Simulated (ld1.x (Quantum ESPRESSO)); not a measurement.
# B: generating and testing a TM potential

Task: generate the file, and judge it by its errors in other configurations, its logarithmic derivatives, its ghosts and its cutoff.

Method: ld1.x (Quantum ESPRESSO) 7.5, PBE, scalar-relativistic.

## (1) Starting point

The settings as typed:

| Item | Value |
| --- | --- |
| element | boron (B, Z = 5) |
| type | norm-conserving Troullier–Martins (Kleinman–Bylander form) |
| frozen core | [He] |
| valence charge | 3 |
| reference configuration | 2s2 2p1 |
| partial waves | 2p (bound): rc 3.70 bohr; 3d channel at 0.2 Ry: rc 3.20 bohr; 2s (bound): rc 1.50 bohr |
| local potential | the s channel |
| core correction | a·sin(br)/r model core, default radius (core density twice the valence density) |

## (2) Generation

The input, B.in:

```
 &input
   title='B', zed=5., rel=1, dft='PBE', iswitch=3,
   config='[He] 2s2 2p1 3d-2',
   nld=3, rlderiv=4.00, eminld=-3.0, emaxld=5.0, deld=0.02
 /
 &inputp
   pseudotype=2, tm=.true., lloc=0,
   nlcc=.true.,
   file_pseudopw='B.UPF', file_wfcaegen='ae.wfc', file_wfcncgen='nc.wfc', file_beta='beta', file_chi='chi'
 /
3
2P  2  1   1.00   0.00  3.70  3.70  0.0
3D  3  2  -2.00   0.20  3.20  3.20  0.0
2S  1  0   2.00   0.00  1.50  1.50  0.0
 &test
   configts(1)='2s2 2p1'
 /
```

Run with:

```sh
ld1.x < B.in > B.out
```

What the program wrote to B.out (without the banner and most projector matrices):

```text
     Program LD1 v.7.5
     --------------------------- All-electron run ----------------------------

     B
     scalar relativistic calculation

     atomic number is  5.00
     dft =PBE   lsd =0 sic =0 latt =0  beta=0.20 tr2=1.0E-14
     Exchange-correlation= PBE
                           (   1   4   3   4   0   0   0)
     mesh =1059 r(mesh) = 101.04461 a.u. xmin = -7.00 dx = 0.01250
     1 Ry =  13.60569312 eV, c = 137.03599908

     n l     nl                  e(Ry)          e(Ha)          e(eV)
     1 0     1S 1( 2.00)       -13.2731        -6.6366      -180.5900
     2 0     2S 1( 2.00)        -0.6941        -0.3470        -9.4431
     2 1     2P 1( 1.00)        -0.2651        -0.1326        -3.6070

     final scf error:  7.5E-15 reached in  32 iterations

     Etot =     -49.206684 Ry,     -24.603342 Ha,    -669.491037 eV

     Ekin =      49.037301 Ry,      24.518651 Ha,     667.186471 eV
     Encl =    -113.771076 Ry,     -56.885538 Ha,   -1547.934352 eV
     Eh   =      23.125741 Ry,      11.562870 Ha,     314.641731 eV
     Exc  =      -7.598649 Ry,      -3.799325 Ha,    -103.384887 eV

     normalization and overlap integrals

     s(1S/1S) =  1.000000  <r> =   0.3294  <r2> =    0.1474  r(max) =   0.2103
     s(2S/2S) =  1.000000  <r> =   1.9516  <r2> =    4.5978  r(max) =   1.5152
     s(2P/2P) =  1.000000  <r> =   2.3015  <r2> =    6.8902  r(max) =   1.5731

     ------------------------ End of All-electron run ------------------------

     --------------------- Generating NC pseudopotential ---------------------

      Generating local pot.: lloc=0, matching radius rcloc =   1.5000

      Computing core charge for nlcc:

       r > 0.69 : true rho core
       r < 0.69 : rho core = a sin(br)/r    a=   2.08  b=   3.83

      Integrated core pseudo-charge :   0.51

      Wfc   2P  rcut= 3.727  Using Troullier-Martins method

      Wfc   3D  rcut= 3.208  Using Troullier-Martins method

     ------------------- End of pseudopotential generation -------------------

     [... the all-electron block is printed once more ...]


     Computing logarithmic derivative in   3.99216
     Computing logarithmic derivative in   3.99216
     Computing the partial wave expansion
       no projector for channel:   0
     R is outside the sphere for l=    1 j= 0.00
     R is outside the sphere for l=    2 j= 0.00

     ---------------------- Testing the pseudopotential ----------------------

     B
     scalar relativistic calculation

     atomic number is  5.00   valence charge is  3.00
     dft =PBE   lsd =0 sic =0 latt =0  beta=0.20 tr2=1.0E-14
     mesh =1059 r(mesh) = 101.04461 xmin = -7.00 dx = 0.01250

     n l     nl             e AE (Ry)        e PS (Ry)    De AE-PS (Ry)
     1 0     2S   1( 2.00)       -0.69405       -0.69406        0.00000
     2 1     2P   1( 1.00)       -0.26511       -0.26511       -0.00000

     eps = 7.6E-15  iter = 12

     Etot =     -49.206684 Ry,     -24.603342 Ha,    -669.491037 eV
     Etotps =    -5.726489 Ry,      -2.863244 Ha,     -77.912846 eV

     Ekin =       2.247956 Ry,       1.123978 Ha,      30.584997 eV
     Encl =      -9.337260 Ry,      -4.668630 Ha,    -127.039893 eV
     Ehrt =       3.930702 Ry,       1.965351 Ha,      53.479927 eV
     Ecxc =      -2.233607 Ry,      -1.116804 Ha,     -30.389777 eV
     (Ecc =      -0.570837 Ry,      -0.285418 Ha,      -7.766632 eV)
     Epseu=      -0.334279 Ry,      -0.167140 Ha,      -4.548100 eV

     ---------------------- End of pseudopotential test ----------------------
```

Run time: 1.2 s. Hardware: 1 thread, shared host. This counts the later configuration tests of the new file too.

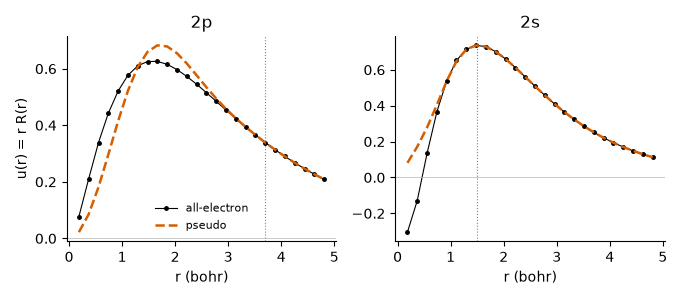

Bound waves of the atom and their pseudo partners (2p, 2s), with the matching radii dotted. The curves join 26 sampled radii.

## (3) Testing the new file in other configurations

The input, B.test.in:

```
 &input
   title='B', zed=5., rel=1, dft='PBE', iswitch=2,
   config='[He] 2s2 2p1 3d-2'
 /
 &test
   file_pseudo='B.UPF', nconf=8,
   configts(1)='2s2 2p1',
   configts(2)='2s2 2p0',
   configts(3)='2s1 2p0',
   configts(4)='2s2 2p0.5',
   configts(5)='2s2 2p1.3',
   configts(6)='2s0 2p3',
   configts(7)='2s1 2p2',
   configts(8)='2s1 2p1'
 /
```

Run with:

```sh
ld1.x < B.test.in > B.test.out
```

B.test.out, the pseudopotential blocks, each with the warnings that came before it:

```text
     ---------------------- Testing the pseudopotential ----------------------

     B
     scalar relativistic calculation

     atomic number is  5.00   valence charge is  3.00
     dft =PBE   lsd =0 sic =0 latt =0  beta=0.20 tr2=1.0E-14
     mesh =1059 r(mesh) = 101.04461 xmin = -7.00 dx = 0.01250

     n l     nl             e AE (Ry)        e PS (Ry)    De AE-PS (Ry)
     1 0     2S   1( 2.00)       -0.69405       -0.69406        0.00000
     2 1     2P   1( 1.00)       -0.26511       -0.26511        0.00000

     eps = 1.2E-15  iter = 13

     Etot =     -49.206684 Ry,     -24.603342 Ha,    -669.491038 eV
     Etotps =    -5.726489 Ry,      -2.863244 Ha,     -77.912852 eV

     Ekin =       2.247955 Ry,       1.123978 Ha,      30.584993 eV
     Encl =      -9.337260 Ry,      -4.668630 Ha,    -127.039895 eV
     Ehrt =       3.930702 Ry,       1.965351 Ha,      53.479928 eV
     Ecxc =      -2.233607 Ry,      -1.116804 Ha,     -30.389777 eV
     (Ecc =      -0.570837 Ry,      -0.285418 Ha,      -7.766632 eV)
     Epseu=      -0.334279 Ry,      -0.167140 Ha,      -4.548101 eV

     ---------------------- End of pseudopotential test ----------------------

     ---------------------- Testing the pseudopotential ----------------------

     B
     [...]
     n l     nl             e AE (Ry)        e PS (Ry)    De AE-PS (Ry)
     1 0     2S   1( 2.00)       -1.43403       -1.41311       -0.02092  !
     2 1     2P   1( 0.00)       -0.98227       -0.94333       -0.03894  !

     eps = 6.9E-15  iter = 10

     Etot =     -48.602552 Ry,     -24.301276 Ha,    -661.271411 eV
     Etotps =    -5.135797 Ry,      -2.567898 Ha,     -69.876073 eV
     dEtot_ae =       0.604131 Ry
     dEtot_ps =       0.590692 Ry,   Delta E=       0.013439 Ry

     [...]
     ---------------------- End of pseudopotential test ----------------------

     Warning: n=2, l=1 expected 0 nodes, found 1
     ---------------------- Testing the pseudopotential ----------------------

     B
     [...]
     n l     nl             e AE (Ry)        e PS (Ry)    De AE-PS (Ry)
     1 0     2S   1( 1.00)       -2.31339       -2.28368       -0.02971  !
     2 1     2P   1( 0.00)       -1.87356       -1.76915       -0.10440  !

     eps = 8.8E-17  iter =  9

     Etot =     -46.734041 Ry,     -23.367020 Ha,    -635.849013 eV
     Etotps =    -3.292646 Ry,      -1.646323 Ha,     -44.798735 eV
     dEtot_ae =       2.472643 Ry
     dEtot_ps =       2.433843 Ry,   Delta E=       0.038801 Ry

     [...]
     ---------------------- End of pseudopotential test ----------------------

     ---------------------- Testing the pseudopotential ----------------------

     B
     [...]
     n l     nl             e AE (Ry)        e PS (Ry)    De AE-PS (Ry)
     1 0     2S   1( 2.00)       -1.03851       -1.03374       -0.00478
     2 1     2P   1( 0.50)       -0.59442       -0.58398       -0.01044  !

     eps = 8.5E-16  iter = 10

     Etot =     -48.994466 Ry,     -24.497233 Ha,    -666.603665 eV
     Etotps =    -5.516282 Ry,      -2.758141 Ha,     -75.052835 eV
     dEtot_ae =       0.212218 Ry
     dEtot_ps =       0.210207 Ry,   Delta E=       0.002011 Ry

     [...]
     ---------------------- End of pseudopotential test ----------------------

     ---------------------- Testing the pseudopotential ----------------------

     B
     [...]
     n l     nl             e AE (Ry)        e PS (Ry)    De AE-PS (Ry)
     1 0     2S   1( 2.00)       -0.51890       -0.51850       -0.00039
     2 1     2P   1( 1.30)       -0.10161       -0.10247        0.00086

     eps = 8.9E-15  iter = 21

     Etot =     -49.260950 Ry,     -24.630475 Ha,    -670.229365 eV
     Etotps =    -5.780955 Ry,      -2.890478 Ha,     -78.653901 eV
     dEtot_ae =      -0.054266 Ry
     dEtot_ps =      -0.054466 Ry,   Delta E=       0.000200 Ry

     [...]
     ---------------------- End of pseudopotential test ----------------------

     ---------------------- Testing the pseudopotential ----------------------

     B
     [...]
     n l     nl             e AE (Ry)        e PS (Ry)    De AE-PS (Ry)
     1 0     2S   1( 0.00)       -0.75829       -0.78361        0.02532  !
     2 1     2P   1( 3.00)       -0.32646       -0.33996        0.01350  !

     eps = 9.8E-15  iter = 12

     Etot =     -48.345216 Ry,     -24.172608 Ha,    -657.770177 eV
     Etotps =    -4.853209 Ry,      -2.426604 Ha,     -66.031267 eV
     dEtot_ae =       0.861467 Ry
     dEtot_ps =       0.873280 Ry,   Delta E=      -0.011813 Ry

     [...]
     ---------------------- End of pseudopotential test ----------------------

     ---------------------- Testing the pseudopotential ----------------------

     B
     [...]
     n l     nl             e AE (Ry)        e PS (Ry)    De AE-PS (Ry)
     1 0     2S   1( 1.00)       -0.72916       -0.74165        0.01249  !
     2 1     2P   1( 2.00)       -0.29827       -0.30484        0.00658  !

     eps = 6.9E-15  iter = 10

     Etot =     -48.776654 Ry,     -24.388327 Ha,    -663.640180 eV
     Etotps =    -5.293501 Ry,      -2.646751 Ha,     -72.021756 eV
     dEtot_ae =       0.430030 Ry
     dEtot_ps =       0.432988 Ry,   Delta E=      -0.002957 Ry

     [...]
     ---------------------- End of pseudopotential test ----------------------

     ---------------------- Testing the pseudopotential ----------------------

     B
     [...]
     n l     nl             e AE (Ry)        e PS (Ry)    De AE-PS (Ry)
     1 0     2S   1( 1.00)       -1.43999       -1.45591        0.01592  !
     2 1     2P   1( 1.00)       -0.98910       -0.98200       -0.00710  !

     eps = 1.9E-15  iter = 10

     Etot =     -48.151191 Ry,     -24.075596 Ha,    -655.130332 eV
     Etotps =    -4.663934 Ry,      -2.331967 Ha,     -63.456061 eV
     dEtot_ae =       1.055492 Ry
     dEtot_ps =       1.062555 Ry,   Delta E=      -0.007062 Ry

     [...]
     ---------------------- End of pseudopotential test ----------------------
```

Excitation and ionisation energies from 2s2 2p1, with the error of the potential. A star marks tests that logged a warning.

```tsv
valence configuration	charge	ΔE all-electron (eV)	error AE − PS (meV)
2s2 2p0	+1	8.220	+183
2s1 2p0 *	+2	33.642	+528
2s2 2p0.5	+0.5	2.887	+27
2s2 2p1.3	-0.3	-0.738	+2.7
2s0 2p3	0	11.721	-161
2s1 2p2	0	5.851	-40
2s1 2p1	+1	14.361	-96
```

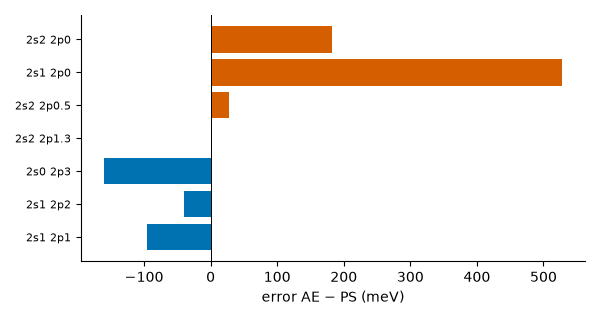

Error of the potential in each test configuration.

## (4) Scattering by logarithmic derivatives

Taken from the files of the generation run. The phase is arctan(r·u′/u) with u = r·R, unwrapped, with energies in Ry. A pole is an energy at which the radial function vanishes at the test radius. The pseudo phase is shifted by a multiple of π to meet the all-electron one at the reference energy. Levels narrower than the energy grid can be missing from the poles. The last column is the largest difference on the grid between −1 and +1 Ry.

| channel | radius (bohr) | reference (Ry) | poles AE | poles PS | window around the reference with phases within 0.05 rad (Ry) | largest difference near zero (rad) |
| --- | --- | --- | --- | --- | --- | --- |
| s | 3.99 | -0.69 | -0.62, 1.69 | -0.62, 1.67 | below 2.9 | 0.014 |
| p | 3.99 | -0.27 | -0.14, 1.81 | -0.14, 2.15 | below 0.4 | 0.370 |
| d | 3.99 | 0.20 | 1.28, 3.94 | 1.29, 4.08 | below 2.2 | 0.001 |

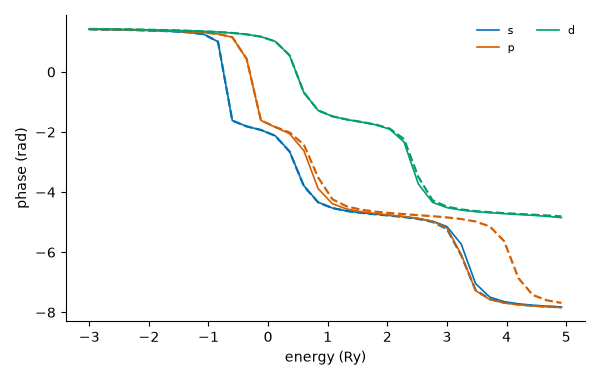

All-electron (solid) and pseudo (dashed) phases against energy.

## (5) Plane-wave convergence, by spherical Bessel functions

A separate test, outside the generator: the pseudo-atom's Hamiltonian at the reference potential is diagonalised in spherical Bessel functions j_l(qr) that vanish at 20 bohr, with q² up to the cutoff.

All-electron valence levels (Ry): 2p -0.2651, 2s -0.6940. The lowest levels of each channel (Ry) by cutoff; the last column sums, over occupied levels, occupation times the distance from the level at 400 Ry. A positive value at high cutoff is not a bound level.

```csv
cutoff (Ry),p #1,d #1,s #1,f #1,Σ f·Δε (mRy)
8,-0.2579,0.0662,-0.6535,0.1130,88.4
10,-0.2640,0.0662,-0.6651,0.1130,59.1
15,-0.2650,0.0662,-0.6833,0.1130,21.7
18,-0.2651,0.0662,-0.6900,0.1130,8.2
25,-0.2651,0.0662,-0.6927,0.1130,2.8
30,-0.2651,0.0662,-0.6928,0.1130,2.5
40,-0.2651,0.0662,-0.6932,0.1130,1.8
45,-0.2651,0.0662,-0.6934,0.1130,1.3
50,-0.2651,0.0662,-0.6937,0.1130,0.6
55,-0.2651,0.0662,-0.6939,0.1130,0.3
60,-0.2651,0.0662,-0.6940,0.1130,0.2
400,-0.2651,0.0662,-0.6941,0.1130,0.0
```

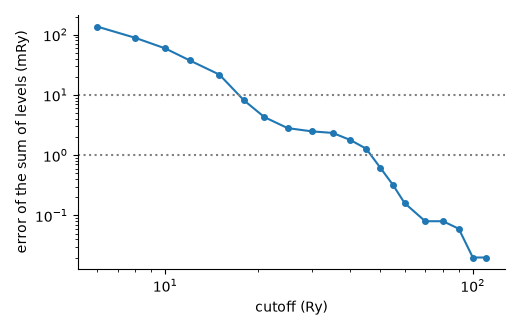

Occupation-weighted error of the valence levels against the cutoff; the dotted lines mark 10 and 1 mRy.

The sum stays within 10 mRy from 18 Ry and within 1 mRy from 50 Ry. The sum leaves out empty levels, which can need more. Ghost test: no level below the all-electron spectrum of its channel (p, d, s, f tested).

## (6) Outcome

```
                                                quantity                                               value
               cutoffs for 10 and 1 mRy, occupied levels                                     18 Ry and 50 Ry
                                            bound ghosts                                          none found
                            largest test error (AE − PS)  +528 meV, for 2s1 2p0 (this test logged a warning)
largest phase difference near zero energy, channels read                                           0.370 rad
```

What this shows: The worst unpolarised test, 2s1 2p0, is off by 528 meV on 33.6 eV; by total energies transferability rates as poor. The potential is soft on the atom at that tolerance: the looser tolerance needs 18 Ry. The tighter tolerance needs 50 Ry, and converged work needs a cutoff nearer that. The slowest occupied level is 2s: taken alone it needs 40 Ry to come within 1 mRy, against 12 Ry for 2p. No bound ghost shows below the valence levels. Of the channels read, p scatters worst near zero energy, by up to 0.37 rad. All of this concerns the isolated atom, not yet a solid.
